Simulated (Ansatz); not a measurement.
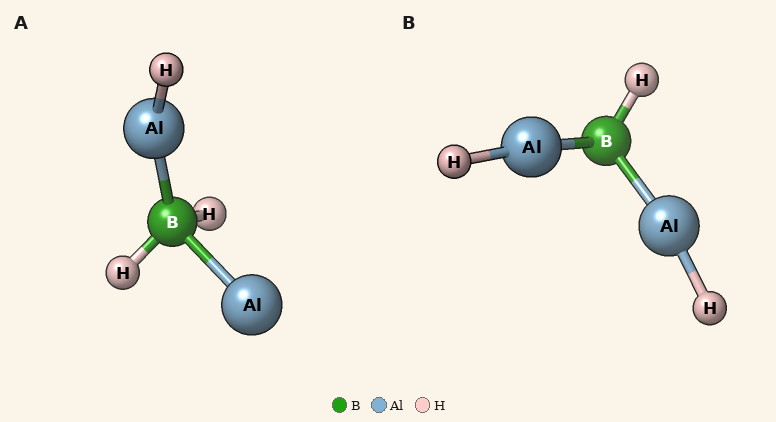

2 stationary structures of one formula. Geometries: PBE-D4/def2-SVP. Electronic energies: PBE-D4/def2-SVP (Ansatz 0.2.0), without zero-point energy. No frequency run is at hand to confirm each as a minimum.

Question: Rank them by energy, lowest first.

Answer: A is lowest; B lies 62.1 kJ/mol above it (Cs).
